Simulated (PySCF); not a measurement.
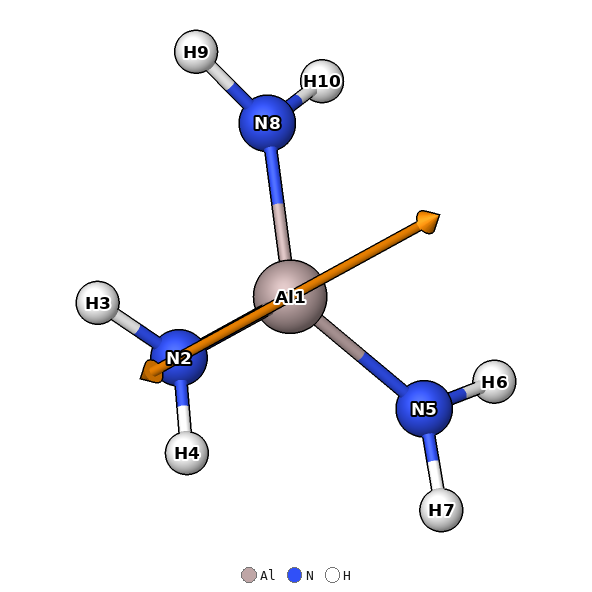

The double arrow shows the direction of the transition dipole to excited singlet state 3 (its length means nothing). Computed geometry: PBE0-D3(BJ)/def2-SVP optimisation. No frequency run is at hand to confirm it as a minimum. Level of theory: TDDFT ωB97X-D/def2-SVPD, vertical, gas phase, core orbitals frozen in the response (PySCF 2.14.0).

Give its energy, strength and character.

Answer. 6.67 eV (186 nm), oscillator strength 0.25, mainly HOMO−2 → LUMO (weight 0.71); transition dipole 3.12 D.
